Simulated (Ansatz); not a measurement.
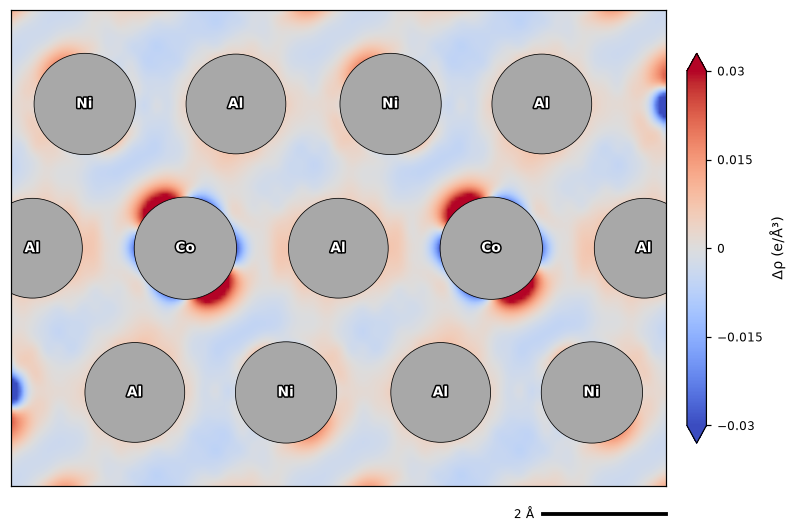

Al₃CoNi₂. Difference of the valence pseudo-densities of two functionals at the same geometry, on the (110) plane of the calculation cell: one of PBE and r2SCAN less the other.

Space group P-3m1; a structure generated by program, which may or may not match a known phase; spin-polarised.

Both computed with Ansatz (plane waves, PAW), on the same k-point mesh. Grey discs cover the atomic cores.

```
Al Ni Co
1.0
     4.07696    0.00000    0.00000
    -2.03848    3.53075    0.00000
     0.00000    0.00000    4.99181
Al Ni Co
3 2 1
Cartesian
  0.0000 0.0000 0.0000
  0.0000 2.3538 3.3211
  2.0385 1.1769 1.6708
  0.0000 2.3538 0.8532
  2.0385 1.1769 4.1387
  0.0000 0.0000 2.4959
```

Question: Which was subtracted from which, and what does the map show?

Answer: It is PBE less r2SCAN. Against r2SCAN, PBE gives more density around Co (+0.009 e/Å³ on average at 1.0 Å from the nucleus).
